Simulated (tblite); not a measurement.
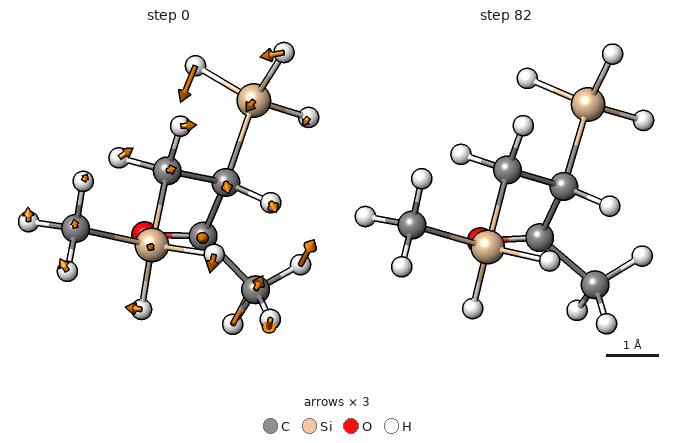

The structure of C5H14OSi2 before (left) and after (right) a relaxation, at one scale. The orange arrows give the displacements, 3 times their true length.

Style: ball-and-stick. Shown from a free direction.

Level of theory: GFN2-xTB geometry optimisation, gas phase (tblite). 

**What changed between the two?**

An H atom moves most after the best rigid fit: 0.37 Å. Largest moves by element: H 0.37 Å, O 0.25 Å, C 0.12 Å, Si 0.10 Å. Among the contacts that change: C–C 1.540 → 1.491 Å, C–C 1.562 → 1.528 Å, C–Si 1.864 → 1.895 Å, H–Si 1.492 → 1.464 Å. Bond angles that change, for instance: Si–C–H 106.3° → 110.2°, C–C–Si 113.6° → 109.9°, Si–C–C 115.2° → 111.8°. The energy falls by 4.13 kcal/mol in 82 geometry steps.
